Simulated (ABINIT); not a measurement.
# WS2 (Tungstenite): zone-centre phonons, part 2 of 2

Which modes does WS2 (Tungstenite) have at the zone centre?

ABINIT 10.8.3; DFT LDA, scalar-relativistic, plane waves, PseudoDojo norm-conserving pseudopotentials.

So far. Step 3 (Relaxing the cell and atoms): The volume changes by -3.1 % in this run and stands -3.1 % from the first cell. Step 4 (Self-consistent run for the response): The cell stands at -0.24 GPa: the relaxation ran with a smoothed and higher cutoff and on another k mesh. The relaxed cell has a = 3.125, c = 12.157 Å (conventional setting).

## Step 6: Zone-centre response

The derivative of the wavefunctions by k comes first, since the response to a field is built on it; then the field and the displacements that symmetry doesn't supply are solved at q = 0.

It reads the wavefunctions written in step 4.

Contents of dfpt_gamma.abi:

```
ndtset 2

# common to the responses
getwfk_filepath "gso_WFK"
kptopt 2
nqpt 1
qpt 0.0 0.0 0.0
asr 0
chneut 0

# d/dk
rfelfd1 2
rfdir1 1 1 1
iscf1 -3
tolwfr1 1.0d-20

# displacements, field
rfphon2 1
rfatpol2 1 6
rfdir2 1 1 1
rfelfd2 3
getddk2 1
tolvrs2 1.0d-10
prtwf2 0

# basis, mesh and filling
ecut 29.0
ngkpt 9 9 2
nshiftk 1
shiftk 0.0 0.0 0.5
istwfk *1
occopt 1
nband 26
nstep 100
diemac 9.0
prtebands 0
prtgsr 0
useylm 1

# cell and atoms
acell 3*1.0 Angstrom
rprim 
    3.125026488 0.0 0.0
    -1.562513244 2.706352326 0.0
    0.0 0.0 12.15698767
ntypat 2
znucl 74 16
natom 6
typat 1 1 2 2 2 2
xred 
    1/3 2/3 0.25
    2/3 1/3 0.75
    1/3 2/3 0.6215890696
    2/3 1/3 0.1215890696
    1/3 2/3 0.8784109304
    2/3 1/3 0.3784109304
pp_dirpath "./pseudo"
pseudos "W.upf, S.upf"
```

The run is started by

```sh
OMP_NUM_THREADS=1 mpirun -n 4 abinit dfpt_gamma.abi > dfpt_gamma.log
```

Numbers of over 12 decimals in the logs are rounded to 6 here.

dfpt_gamma.abo, the main output file:

```text
[banners, grids, parts of the stress and lines that vanish by symmetry left out]
- input  file    -> dfpt_gamma.abi
- output file    -> dfpt_gamma.abo
- root for input  files -> dfpt_gammai
[...]
DATASET    1 : space group P6_3/m m c (#194); Bravais hP (primitive hexag.)
[...]
nfft =      108000          nkpt =          81
[...]
DATASET    2 : space group P6_3/m m c (#194); Bravais hP (primitive hexag.)
[...]
nfft =      108000          nkpt =          81
[...]
== DATASET  1 ==================================================================
[...]
cutoff_energies: {ecut:  29.0, pawecutdg:  -1.0, }
[...]
- 16.00000   6.00000  180309                  znucl, zion, pspdat
[...]
Perturbation : derivative vs k along direction   1
[...]
-ETOT  1  -77.820847876932     -7.782E+01 1.103E+00 0.000E+00
 ETOT  2  -79.268987096005     -1.448E+00 1.198E-01 0.000E+00
 ETOT  3  -79.364746194664     -9.576E-02 2.819E-02 0.000E+00
 ETOT  4  -79.375045872868     -1.030E-02 3.663E-03 0.000E+00
 ETOT  5  -79.376473191070     -1.427E-03 1.158E-03 0.000E+00
[...]
At SCF step   33   max residual=  9.97E-21 < tolwfr=  1.00E-20 =>converged.
[...]
Perturbation : derivative vs k along direction   2
[...]
-ETOT  1  -77.822874005020     -7.782E+01 1.103E+00 0.000E+00
[...]
At SCF step   33   max residual=  9.97E-21 < tolwfr=  1.00E-20 =>converged.
[...]
Perturbation : derivative vs k along direction   3
[...]
-ETOT  1  -3.887079     -3.887E+00 1.140E-02 0.000E+00
[...]
At SCF step   21   max residual=  1.00E-20 < tolwfr=  1.00E-20 =>converged.
[...]
1        1       2.3928804820    0.0000000000
     1        2      -0.8289181142   -0.0000000000
     1        3       0.0000000000    0.0000000000
     2        1      -0.8289181142   -0.0000000000
     2        2       1.4357282891    0.0000000000
     2        3       0.0000000000    0.0000000000
     3        1       0.0000000000    0.0000000000
     3        2       0.0000000000    0.0000000000
     3        3       1.2339844632    0.0000000000
[...]
== DATASET  2 ==================================================================
[...]
cutoff_energies: {ecut:  29.0, pawecutdg:  -1.0, }
[...]
Perturbation : displacement of atom   1   along direction   1
[...]
-ETOT  1   10.449698651907     -1.826E+03 3.126E+00 1.321E+02
[...]
At SCF step   15       vres2   =  3.66E-11 < tolvrs=  1.00E-10 =>converged.
[...]
Perturbation : displacement of atom   1   along direction   3
[...]
-ETOT  1   223.83837661774     -3.387E+04 7.921E+01 1.577E+05
[...]
At SCF step   17       vres2   =  5.57E-11 < tolvrs=  1.00E-10 =>converged.
[...]
Perturbation : displacement of atom   3   along direction   1
[...]
-ETOT  1   4.404618     -2.272E+02 1.924E-01 2.416E+02
[...]
At SCF step   14       vres2   =  1.24E-11 < tolvrs=  1.00E-10 =>converged.
[...]
Perturbation : displacement of atom   3   along direction   3
[...]
-ETOT  1   114.20248797440     -4.684E+03 3.762E+00 6.023E+04
[...]
At SCF step   17       vres2   =  3.44E-11 < tolvrs=  1.00E-10 =>converged.
[...]
Perturbation : homogeneous electric field along direction   1
[...]
-ETOT  1  -1027.9838359948     -1.028E+03 1.155E+02 6.228E+04
[...]
At SCF step   19       vres2   =  1.27E-12 < tolvrs=  1.00E-10 =>converged.
[...]
Perturbation : homogeneous electric field along direction   3
[...]
-ETOT  1   19.268933250919      1.927E+01 6.193E-01 3.092E+05
[...]
ETOT 13  -23.617735123815     -2.266E-11 2.597E-12 5.251E-10
 ETOT 14  -23.617735123818     -2.935E-12 3.746E-13 6.724E-11
 At SCF step   14       vres2   =  6.72E-11 < tolvrs=  1.00E-10 =>converged.
[...]
Dielectric tensor, in cartesian coordinates,
[...]
1    8   1    8        14.1684204769        -0.0000000000
   1    8   2    8         0.0000000000        -0.0000000000
   1    8   3    8        -0.0000000000        -0.0000000000
   2    8   1    8         0.0000000000        -0.0000000000
   2    8   2    8        14.1684204759        -0.0000000000
   2    8   3    8        -0.0000000000        -0.0000000000
   3    8   1    8        -0.0000000000        -0.0000000000
   3    8   2    8        -0.0000000000        -0.0000000000
   3    8   3    8         6.7184382422        -0.0000000000
  Effective charges, in cartesian coordinates,
[...]
1    1   1    8        -0.7202183067         0.0000000000
   2    1   1    8         0.0000000000         0.0000000000
   3    1   1    8         0.0000000000         0.0000000000
   1    2   1    8        -0.7202183067         0.0000000000
   2    2   1    8         0.0000000000         0.0000000000
[...]
Effective charges, in cartesian coordinates,
[...]
2    8   1    6         0.0000000000         0.0000000000
   3    8   1    6         0.0000000000         0.0000000000
   1    8   2    6         0.0000000000         0.0000000000
   2    8   2    6         0.3554951279         0.0000000000
   3    8   2    6         0.0000000000         0.0000000000
   1    8   3    6         0.0000000000         0.0000000000
   2    8   3    6         0.0000000000         0.0000000000
   3    8   3    6         0.3056016598         0.0000000000
  Phonon wavevector (reduced coordinates) :  0.00000  0.00000  0.00000
 Phonon energies in Hartree :
[...]
Phonon frequencies in cm-1    :
-  1.729953E-01  1.729976E-01  2.801592E-01  2.807487E+01  2.807487E+01
-  4.360276E+01  2.977678E+02  2.977678E+02  3.002850E+02  3.002850E+02
-  3.585374E+02  3.585374E+02  3.586082E+02  3.586082E+02  4.191899E+02
-  4.230429E+02  4.379492E+02  4.415837E+02
  Phonon at Gamma, with non-analyticity in the
[...]
Phonon energies in Hartree :
[...]
Phonon frequencies in cm-1    :
-  1.729953E-01  2.302149E-01  2.801592E-01  2.807487E+01  2.807487E+01
-  4.360276E+01  2.977678E+02  2.977678E+02  3.002850E+02  3.002850E+02
-  3.585374E+02  3.585374E+02  3.586082E+02  3.596150E+02  4.191899E+02
-  4.230429E+02  4.379492E+02  4.415837E+02
  Phonon at Gamma, with non-analyticity in the
[...]
Phonon energies in Hartree :
[...]
Phonon frequencies in cm-1    :
-  1.729976E-01  2.302132E-01  2.801592E-01  2.807487E+01  2.807487E+01
-  4.360276E+01  2.977678E+02  2.977678E+02  3.002850E+02  3.002850E+02
-  3.585374E+02  3.585374E+02  3.586082E+02  3.596150E+02  4.191899E+02
-  4.230429E+02  4.379492E+02  4.415837E+02
  Phonon at Gamma, with non-analyticity in the
[...]
Phonon energies in Hartree :
[...]
Phonon frequencies in cm-1    :
-  1.729953E-01  1.729976E-01  3.828124E-01  2.807487E+01  2.807487E+01
-  4.360276E+01  2.977678E+02  2.977678E+02  3.002850E+02  3.002850E+02
-  3.585374E+02  3.585374E+02  3.586082E+02  3.586082E+02  4.191899E+02
-  4.230429E+02  4.392135E+02  4.415837E+02
[...]
fcart2     0.0000000000E+00  0.0000000000E+00  0.0000000000E+00
           strten2     0.0000000000E+00  0.0000000000E+00  0.0000000000E+00
================================================================================
```

Wall time 40 min (4 MPI ranks of Intel Xeon Platinum 8259CL at 2.50GHz (Skylake/Cascade Lake), shared host).

Numbers from this step:

| Item | Value |
| --- | --- |
| miss of the charge sum rule | 0.02183 e |
| largest acoustic frequency at the zone centre before the sum rule | 0.28 cm⁻¹ |
| highest optical zone-centre mode (no LO-TO term) | 441.6 cm⁻¹ |
| lowest optical zone-centre mode | 28.07 cm⁻¹ |
| mean high-frequency dielectric constant | 11.69 |
| largest Born charge in size (third of the trace) | 0.6802 e |

Born charge (rows field, columns displacement), before the sum rule (e), principal values of the symmetric part by kind of site:

```tsv
atom	atoms with these values	low	middle	high	mean
W1	2	-0.7202	-0.7202	-0.6003	-0.6802
S3	4	0.3056	0.3555	0.3555	0.3389
```

In full for W1:

```
-0.7202  0.0000  0.0000
 0.0000 -0.7202  0.0000
 0.0000  0.0000 -0.6003
```

High-frequency dielectric tensor:

```
14.17  0.00  0.00
 0.00 14.17  0.00
 0.00  0.00  6.72
```

The acoustic modes at Γ come out as far as 0.3 cm⁻¹ from zero, where they should vanish, a small numerical error; the Born charges miss their sum rule by 0.022 e, which is fair.

## Step 7: Zone-centre analysis

anaddb reads the merged derivatives, imposes the acoustic sum rule and charge neutrality, and adds the LO-TO term along chosen directions.

Contents of anaddb.abi:

```
ddb_filepath "gamma_DDB"
output_file "anaddb.abo"
outdata_prefix "anaddb"
asr 1
chneut 1
enunit 2
eivec 1
nph1l 1
qph1l 0.0 0.0 0.0 1.0
dieflag 1
nph2l 3
qph2l 
    1.0 0.0 0.0 0.0
    0.0 0.0 1.0 0.0
    1.0 1.0 1.0 0.0
```

Contents of mrgddb.in:

```
gamma_DDB
merged
2
dfpt_gammao_DS2_DDB
gso_DDB
```

The run is started by

```sh
mrgddb < mrgddb.in > mrgddb.log
OMP_NUM_THREADS=1 anaddb anaddb.abi > anaddb.log
```

anaddb.abo, the main output file:

```text
[banners, grids, parts of the stress and lines that vanish by symmetry left out]
-outvars_anaddb: echo values of input variables ----------------------

 Flags :
[...]
Dielectric Tensor and Effective Charges
[...]
Effective charge tensors after
[...]
Phonon wavevector (reduced coordinates) :  0.00000  0.00000  0.00000
 Phonon energies in Hartree :
[...]
Phonon energies in meV     :
-  0.000000E+00  0.000000E+00  0.000000E+00  3.480774E+00  3.480774E+00
-  5.405940E+00  3.691849E+01  3.691849E+01  3.723059E+01  3.723059E+01
-  4.445296E+01  4.445296E+01  4.446175E+01  4.446175E+01  5.197293E+01
-  5.245064E+01  5.429878E+01  5.474941E+01
 Phonon frequencies in cm-1    :
-  0.000000E+00  0.000000E+00  0.000000E+00  2.807434E+01  2.807434E+01
-  4.360184E+01  2.977677E+02  2.977677E+02  3.002849E+02  3.002849E+02
-  3.585373E+02  3.585373E+02  3.586082E+02  3.586082E+02  4.191900E+02
-  4.230429E+02  4.379492E+02  4.415837E+02
 Phonon frequencies in Thz     :
-  0.000000E+00  0.000000E+00  0.000000E+00  8.416474E-01  8.416474E-01
-  1.307150E+00  8.926851E+00  8.926851E+00  9.002316E+00  9.002316E+00
-  1.074868E+01  1.074868E+01  1.075080E+01  1.075080E+01  1.256700E+01
-  1.268251E+01  1.312939E+01  1.323835E+01
 Phonon energies in Kelvin  :
-  0.000000E+00  0.000000E+00  0.000000E+00  4.039271E+01  4.039271E+01
-  6.273333E+01  4.284213E+02  4.284213E+02  4.320430E+02  4.320430E+02
-  5.158552E+02  5.158552E+02  5.159571E+02  5.159571E+02  6.031209E+02
-  6.086644E+02  6.301111E+02  6.353405E+02
[...]
-  1  0.00000000E+00  0.00000000E+00 -1.05170726E-03
-     0.00000000E+00  0.00000000E+00  0.00000000E+00
-  2  0.00000000E+00  0.00000000E+00 -1.05170726E-03
-     0.00000000E+00  0.00000000E+00  0.00000000E+00
-  3  0.00000000E+00  0.00000000E+00 -1.05170726E-03
-     0.00000000E+00  0.00000000E+00  0.00000000E+00
-  4  0.00000000E+00  0.00000000E+00 -1.05170726E-03
-     0.00000000E+00  0.00000000E+00  0.00000000E+00
-  5  0.00000000E+00  0.00000000E+00 -1.05170726E-03
-     0.00000000E+00  0.00000000E+00  0.00000000E+00
-  6  0.00000000E+00  0.00000000E+00 -1.05170726E-03
-     0.00000000E+00  0.00000000E+00  0.00000000E+00
[...]
-  1  0.00000000E+00 -1.05170726E-03  0.00000000E+00
-     0.00000000E+00  0.00000000E+00  0.00000000E+00
-  2  0.00000000E+00 -1.05170726E-03  0.00000000E+00
-     0.00000000E+00  0.00000000E+00  0.00000000E+00
-  3  0.00000000E+00 -1.05170726E-03  0.00000000E+00
-     0.00000000E+00  0.00000000E+00  0.00000000E+00
-  4  0.00000000E+00 -1.05170726E-03  0.00000000E+00
-     0.00000000E+00  0.00000000E+00  0.00000000E+00
-  5  0.00000000E+00 -1.05170726E-03  0.00000000E+00
[...]
-  6  0.00000000E+00 -1.05170726E-03  0.00000000E+00
[...]
-  1  1.05170726E-03  0.00000000E+00  0.00000000E+00
[...]
-  2  1.05170726E-03  0.00000000E+00  0.00000000E+00
[...]
-  5  0.00000000E+00 -1.78069401E-03  0.00000000E+00
[...]
-  6  0.00000000E+00 -1.78069401E-03  0.00000000E+00
[...]
-     1         -0.000000    -0.000000    -0.000000     0.000000
-     2         -0.000000     0.000000    -0.000000     0.000000
[...]
-   1     Real    0.0000E+00  0.0000E+00  0.0000E+00  0.0000E+00  0.0000E+00  0.0000E+00  0.0000E+00
[...]
-   2     Real    0.0000E+00  0.0000E+00  0.0000E+00  0.0000E+00  0.0000E+00  0.0000E+00  0.0000E+00
[...]
-   3     Real    0.0000E+00  0.0000E+00  0.0000E+00  0.0000E+00  0.0000E+00  0.0000E+00  0.0000E+00
[...]
-   4     Real    0.0000E+00  0.0000E+00  0.0000E+00  0.0000E+00  0.0000E+00  0.0000E+00  0.0000E+00
[...]
-   5     Real    0.0000E+00  0.0000E+00  0.0000E+00  0.0000E+00  0.0000E+00  0.0000E+00  0.0000E+00
[...]
-   7     Real    0.0000E+00  0.0000E+00  0.0000E+00  0.0000E+00  0.0000E+00  0.0000E+00  0.0000E+00
[...]
-   8     Real    0.0000E+00  0.0000E+00  0.0000E+00  0.0000E+00  0.0000E+00  0.0000E+00  0.0000E+00
[...]
-   9     Real    0.0000E+00  0.0000E+00  0.0000E+00  0.0000E+00  0.0000E+00  0.0000E+00  0.0000E+00
[...]
-  10     Real    0.0000E+00  0.0000E+00  0.0000E+00  0.0000E+00  0.0000E+00  0.0000E+00  0.0000E+00
[...]
-  11     Real    0.0000E+00  0.0000E+00  0.0000E+00  0.0000E+00  0.0000E+00  0.0000E+00  0.0000E+00
[...]
-  12     Real    0.0000E+00  0.0000E+00  0.0000E+00  0.0000E+00  0.0000E+00  0.0000E+00  0.0000E+00
[...]
-  13     Real    1.1868E-05  0.0000E+00  0.0000E+00 -2.2878E-11  0.0000E+00  0.0000E+00  1.1868E-05
[...]
-  14     Real    0.0000E+00  1.1868E-05  0.0000E+00  2.2878E-11  0.0000E+00  0.0000E+00  1.1868E-05
[...]
Phonon at Gamma, with non-analyticity in the
[...]
Phonon energies in Hartree :
[...]
Phonon energies in meV     :
[...]
-  5.245064E+01  5.429878E+01  5.474941E+01
 Phonon frequencies in cm-1    :
[...]
-  3.585373E+02  3.585373E+02  3.586082E+02  3.596256E+02  4.191900E+02
-  4.230429E+02  4.379492E+02  4.415837E+02
 Phonon frequencies in Thz     :
-  0.000000E+00  0.000000E+00  0.000000E+00  8.416474E-01  8.416474E-01
-  1.307150E+00  8.926851E+00  8.926851E+00  9.002316E+00  9.002316E+00
-  1.074868E+01  1.074868E+01  1.075080E+01  1.078130E+01  1.256700E+01
-  1.268251E+01  1.312939E+01  1.323835E+01
 Phonon energies in Kelvin  :
-  0.000000E+00  0.000000E+00  0.000000E+00  4.039271E+01  4.039271E+01
-  6.273333E+01  4.284213E+02  4.284213E+02  4.320430E+02  4.320430E+02
[...]
-  6.086644E+02  6.301111E+02  6.353405E+02
[...]
-  1  0.00000000E+00  0.00000000E+00 -1.05170726E-03
-     0.00000000E+00  0.00000000E+00  0.00000000E+00
-  2  0.00000000E+00  0.00000000E+00 -1.05170726E-03
-     0.00000000E+00  0.00000000E+00  0.00000000E+00
-  3  0.00000000E+00  0.00000000E+00 -1.05170726E-03
[...]
-  4  0.00000000E+00  0.00000000E+00 -1.05170726E-03
[...]
Phonon at Gamma, with non-analyticity in the
[...]
Phonon energies in Hartree :
[...]
Phonon energies in meV     :
[...]
Phonon frequencies in cm-1    :
[...]
Phonon frequencies in Thz     :
[...]
Phonon energies in Kelvin  :
[...]
Phonon at Gamma, with non-analyticity in the
[...]
Phonon energies in Hartree :
[...]
Phonon energies in meV     :
[...]
Phonon frequencies in cm-1    :
[...]
Phonon frequencies in Thz     :
[...]
Phonon energies in Kelvin  :
[...]
-  6.273333E+01  4.284213E+02  4.284213E+02  4.320430E+02  4.320430E+02
-  5.158552E+02  5.158552E+02  5.159571E+02  5.171368E+02  6.031209E+02
[...]
-  5 -1.25914082E-03  1.25914080E-03  0.00000000E+00
-     0.00000000E+00  0.00000000E+00  0.00000000E+00
-  6 -1.25914082E-03  1.25914080E-03  0.00000000E+00
-     0.00000000E+00  0.00000000E+00  0.00000000E+00
[...]
Direction                     Dielectric constant
[...]
0.00000   0.00000   1.00000      6.75671989
   1.00000   1.00000   1.00000     11.75152571
-
```

The job ended after 0.79 s (1 thread).

Numbers from this step:

```
mean static dielectric constant      : 11.75
highest mode moved by the LO-TO term : 439.2 cm⁻¹
```

No LO-TO term; unit eigenvectors of the mass-weighted matrix, from anaddb's displacements. The modes at Γ (shares of kinetic energy by element, %):

```tsv
mode	frequency (cm⁻¹)	W %	S %
1	0.0	74	26
2	0.0	74	26
3	0.0	74	26
4	28.1	74	26
5	28.1	74	26
6	43.6	75	25
7	297.8	0	100
8	297.8	0	100
9	300.3	0	100
10	300.3	0	100
11	358.5	26	74
12	358.5	26	74
13	358.6	26	74
14	358.6	26	74
15	419.2	0	100
16	423.0	0	100
17	437.9	26	74
18	441.6	25	75
```

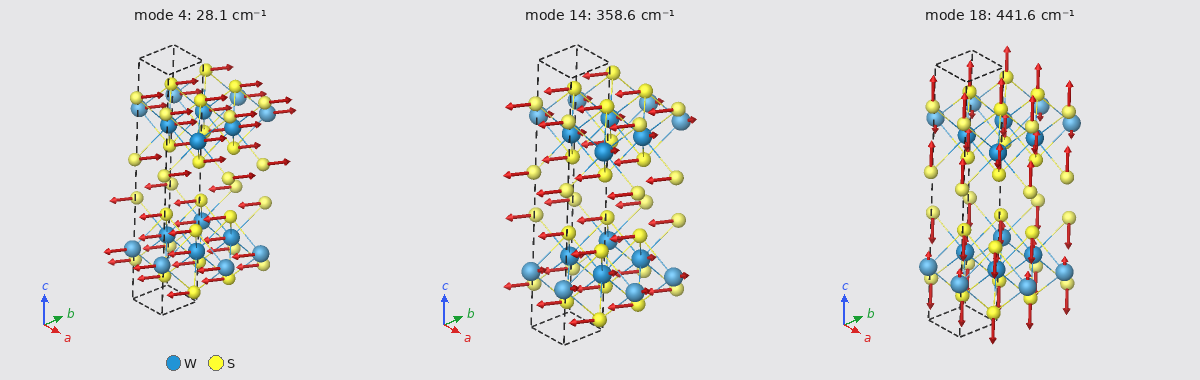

Displacement patterns of modes 4, 14 and 18 at Γ; arrows are exaggerated. 2×2×1 cells are drawn. Some periodic images of atoms are drawn too.

Static dielectric tensor (ions relaxed, fixed cell):

```
14.25  0.00  0.00
 0.00 14.25  0.00
 0.00  0.00  6.76
```

The rule moves no optical mode by more than 0.1 cm⁻¹.

## Step 8: Outcome

| Quantity | Value |
| --- | --- |
| space group after relaxation | P6_3/mmc |
| volume per atom | 17.1 Å³ |
| highest optical zone-centre mode (no LO-TO term) | 441.6 cm⁻¹ |
| lowest optical zone-centre mode | 28.1 cm⁻¹ |
| highest mode moved by the LO-TO term | 439.2 cm⁻¹ |
| mean high-frequency dielectric constant | 11.7 |
| largest Born charge in size (third of the trace) | 0.680 e |
| mean static dielectric constant | 11.8 |
| imaginary optical modes at the zone centre (no q mesh in this session) | none |

At the LDA level the optical modes of WS2 (Tungstenite) at the zone centre (no LO-TO term) run from 28 to 442 cm⁻¹. Along the directions run, the highest mode that the macroscopic field moves lies at 439 cm⁻¹. These are harmonic frequencies at zero temperature: anharmonic shifts and linewidths and thermal expansion are left out. Spin-orbit coupling is left out, which can matter for the heavy elements here.

[Host names and launcher messages were left out of these logs when they were recorded.]

[Logs are printed without paths, hosts, clocks, repeated set-up lines and the standing remarks that a program may print on its own settings, such as how far it seeks lower states.]

[Hosts, paths, dates, database ids (printed as entryN), source tags and the programs' standing remarks are cut or masked in the printed files.]
